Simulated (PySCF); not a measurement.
Molecule: SMILES [NH2][Al]([OH])[Br]. Atoms near the plane z = 1.0 Å, at the CAM-B3LYP/def2-SVP optimised geometry (x, y, z in Å): Al1 (-0.3, -0.2, 0.0), Br2 (-1.4, 1.8, 0.0), O3 (-1.1, -1.6, 0.0), H4 (-2.1, -1.8, 0.0), N5 (1.5, -0.2, 0.0), H6 (2.0, -1.0, 0.0), H7 (2.1, 0.7, 0.0).

Level of theory: CAM-B3LYP/def2-TZVP run with PySCF. The values are rescaled to run from 0 to 1.

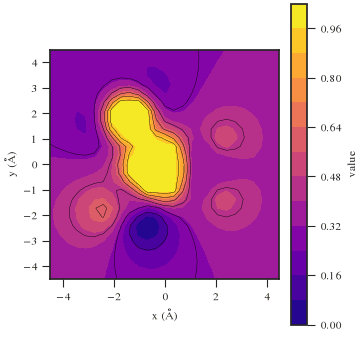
Figure. a field on the plane z = 1.0 Å.

### Question
Which quantity is mapped?
(A) electron localisation function
(B) an orbital amplitude
(C) deformation density (molecule minus spherical neutral atoms)
(D) electrostatic potential

### Answer
D, electrostatic potential. In full: electrostatic potential (hartree/e), clipped to [-0.08, 0.12].
